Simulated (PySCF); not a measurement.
# AlH2Br: electronic excitations at several levels of theory, part 2 of 2

PySCF 2.14.0. Atoms count from 0. The steps go on from the part before.

## 10. Ultraviolet spectrum: PBE0/def2-SVP

The job: settings as JSON, then the geometry in Å.

```
{"job": {"kind": "uv", "xc": "PBE0", "basis": "def2-SVP"}, "charge": 0, "multiplicity": 1}
Al    -0.308269    -0.112804    -0.161890
Br     1.925254    -0.285064    -0.449198
H     -1.014020     1.209461    -0.661874
H     -1.045784    -1.324425     0.530602
```

With the program's defaults for keys left out, this is: TDDFT PBE0/def2-SVP, vertical, gas phase, core orbitals frozen in the response.

The log of the run:

```text
coarse grid: 18632 points
cycle   1  E = -2817.0133287577  dE = -1.149e+00  |g| = 1.941e-01  |ddm| = 1.805e+00
cycle   2  E = -2817.0163017161  dE = -2.973e-03  |g| = 1.760e-01  |ddm| = 5.774e-01
cycle   3  E = -2817.0270683798  dE = -1.077e-02  |g| = 4.223e-02  |ddm| = 3.136e-01
cycle   4  E = -2817.0273407745  dE = -2.724e-04  |g| = 3.498e-03  |ddm| = 3.418e-02
cycle   5  E = -2817.0273443534  dE = -3.579e-06  |g| = 1.001e-03  |ddm| = 5.340e-03
final grid: 35712 points
cycle   6  E = -2817.0273180343  dE = -1.356e-07  |g| = 7.396e-04  |ddm| = 1.868e-03
cycle   7  E = -2817.0273180685  dE = -3.415e-08  |g| = 5.942e-04  |ddm| = 1.375e-03
cycle   8  E = -2817.0273181768  dE = -1.083e-07  |g| = 8.581e-05  |ddm| = 7.424e-04
cycle   9  E = -2817.0273181783  dE = -1.573e-09  |g| = 5.509e-06  |ddm| = 1.032e-04
cycle  10  E = -2817.0273181784  dE = -2.183e-11  |g| = 5.522e-07  |ddm| = 8.211e-06
converged SCF energy = -2817.0273181784

Static polarisability (au): isotropic 39.083, principal 27.715 36.989 52.546

Singlet excitations
state   eV       nm        f      main configurations
  1   5.0505    245.5   0.00000   H->L 0.99
  2   6.0544    204.8   0.05521   H-1->L 0.96
  3   6.1926    200.2   0.00000   H-2->L 0.99
  4   6.4656    191.8   0.01225   H-3->L 0.99
  5   7.0858    175.0   0.04190   H->L+1 0.94
  6   7.5469    164.3   0.05555   H-1->L+1 0.98
  7   8.2186    150.9   0.01838   H-2->L+1 0.55, H->L+2 0.44
  8   8.5919    144.3   0.02102   H->L+2 0.50, H-2->L+1 0.39
  9   8.8390    140.3   0.22736   H-3->L+1 0.76, H->L+4 0.23
 10   8.8850    139.5   0.00004   H-1->L+2 0.99

Triplet excitations (Tamm-Dancoff, eV): 4.7897 5.3318 5.8396 5.9990
```

Run time: 1.8 s. Hardware: 1 thread of Arm Neoverse V1, shared host; peak memory 0.36 GiB.

This run: HOMO -8.19 eV, LUMO -1.72 eV; lowest singlet 5.05 eV.

## 11. Excited states and response: PBE0/def2-TZVP

The job: settings as JSON, then the geometry in Å.

```
{"job": {"kind": "uv", "xc": "PBE0", "basis": "def2-TZVP"}, "charge": 0, "multiplicity": 1}
Al    -0.308269    -0.112804    -0.161890
Br     1.925254    -0.285064    -0.449198
H     -1.014020     1.209461    -0.661874
H     -1.045784    -1.324425     0.530602
```

Level: TDDFT PBE0/def2-TZVP, vertical, gas phase, core orbitals frozen in the response.

The log of the run:

```text
coarse grid: 18632 points
cycle   1  E = -2817.4120219368  dE = -1.132e+00  |g| = 2.917e-01  |ddm| = 1.629e+00
cycle   2  E = -2817.4182313830  dE = -6.209e-03  |g| = 1.786e-01  |ddm| = 4.018e-01
cycle   3  E = -2817.4249241394  dE = -6.693e-03  |g| = 5.774e-02  |ddm| = 2.099e-01
cycle   4  E = -2817.4256898256  dE = -7.657e-04  |g| = 6.249e-03  |ddm| = 4.783e-02
cycle   5  E = -2817.4256964236  dE = -6.598e-06  |g| = 1.640e-03  |ddm| = 6.722e-03
final grid: 35712 points
cycle   6  E = -2817.4256932261  dE = -1.724e-07  |g| = 1.636e-03  |ddm| = 2.672e-03
cycle   7  E = -2817.4256932378  dE = -1.168e-08  |g| = 1.708e-03  |ddm| = 2.306e-03
cycle   8  E = -2817.4256935864  dE = -3.486e-07  |g| = 8.966e-05  |ddm| = 1.124e-03
cycle   9  E = -2817.4256935886  dE = -2.216e-09  |g| = 1.710e-05  |ddm| = 7.734e-05
cycle  10  E = -2817.4256935887  dE = -9.913e-11  |g| = 1.334e-06  |ddm| = 1.953e-05
converged SCF energy = -2817.4256935887

Static polarisability (au): isotropic 46.402, principal 37.304 43.595 58.307

Singlet excitations
state   eV       nm        f      main configurations
  1   5.1060    242.8   0.00000   H->L 0.99
  2   6.0656    204.4   0.04761   H-1->L 0.97
  3   6.2048    199.8   0.00000   H-2->L 0.99
  4   6.4551    192.1   0.01001   H-3->L 0.99
  5   6.9309    178.9   0.05324   H->L+1 0.94
  6   7.3876    167.8   0.06124   H-1->L+1 0.98
  7   7.9850    155.3   0.00736   H-2->L+1 0.52, H->L+2 0.47
  8   8.3119    149.2   0.02420   H->L+2 0.47, H-2->L+1 0.44
  9   8.5209    145.5   0.26910   H-3->L+1 0.79, H->L+3 0.20
 10   8.6468    143.4   0.00185   H-1->L+2 0.99

Triplet excitations (Tamm-Dancoff, eV): 4.7986 5.3983 5.8417 5.9577
```

Wall time 3.2 s (1 thread of Arm Neoverse V1, shared host); peak memory 0.37 GiB.

In short: HOMO -8.27 eV, LUMO -1.75 eV; lowest singlet 5.11 eV.

## 12. Run by run: electronic excitations

Excitations and ground-state properties, with basis size and wall time:

```
                run  lowest singlet (eV)  brightest (eV)      f  gap (eV)  α (Å³)  μ (D)  functions   time
      PBE/def2-SVPD                 4.55            6.77  0.060      4.49    7.85   1.12         81   14 s
    B3LYP/def2-SVPD                 4.94            7.07  0.068      6.05    7.57   1.23         81   11 s
     PBE0/def2-SVPD                 5.08            7.28  0.073      6.49    7.49   1.25         81   12 s
BHandHLYP/def2-SVPD                 5.50            7.61  0.085      8.39    7.23   1.36         81    6 s
CAM-B3LYP/def2-SVPD                 5.24            7.39  0.079      8.74    7.42   1.32         81  9.1 s
  wB97X-D/def2-SVPD                 5.31            8.64  0.383     10.06    7.45   1.32         81  8.4 s
  LC-wPBE/def2-SVPD                 5.61            9.04  0.466     11.22    7.22   1.36         81   10 s
        PBE0/6-31G*                 5.05            8.72  0.477      6.44    5.63   1.51         54  1.6 s
      PBE0/def2-SVP                 5.05            8.84  0.227      6.47    5.79   1.21         60  1.8 s
     PBE0/def2-TZVP                 5.11            8.52  0.269      6.52    6.88   1.21         97  3.2 s
```

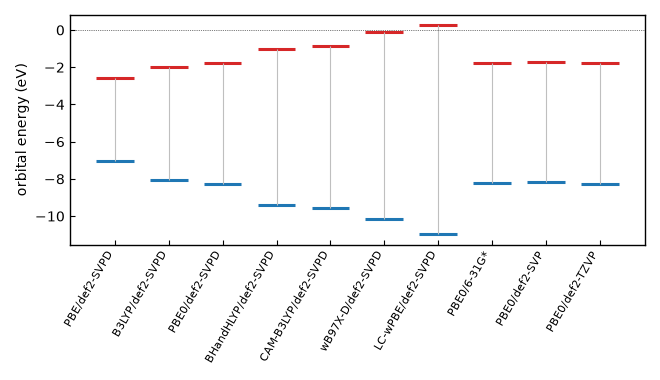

HOMO (blue) and LUMO (red) run by run.

## 13. Summary of results

This closing draws on all 2 parts.

| quantity | value |
| --- | --- |
| lowest singlet (PBE/def2-SVPD) | 4.55 eV (273 nm), f = 0.000 |
| brightest single state of those computed | state 6, 6.77 eV, f = 0.060 |
| lowest triplet | 4.32 eV |
| vertical ionisation energy (ΔSCF) | 10.18 eV |
| vertical electron affinity (ΔSCF) | 0.21 eV |
| range of the lowest singlet | 4.55 to 5.61 eV |

**Reading.** Single values in the summary come from the first run of each kind that ended normally (PBE/def2-SVPD), which need not be the best level. The lowest singlet, at 4.55 eV, is HOMO→LUMO 1.00 and is dark; of the 10 states computed, the strongest absorption comes from state 6 at 6.77 eV. The lowest triplet lies 0.22 eV below the lowest singlet (triplets in Tamm-Dancoff, singlets in full TDDFT). ΔSCF puts the ionisation energy at 10.18 eV, 3.14 eV above −ε(HOMO). The lowest singlet runs from 4.55 eV (PBE/def2-SVPD) to 5.61 eV (LC-wPBE/def2-SVPD), while the orbital gap spans 4.49 to 11.22 eV. The lowest state need not be the same one in every run. The runs solved for a few states only, so the brightest column depends on that window.
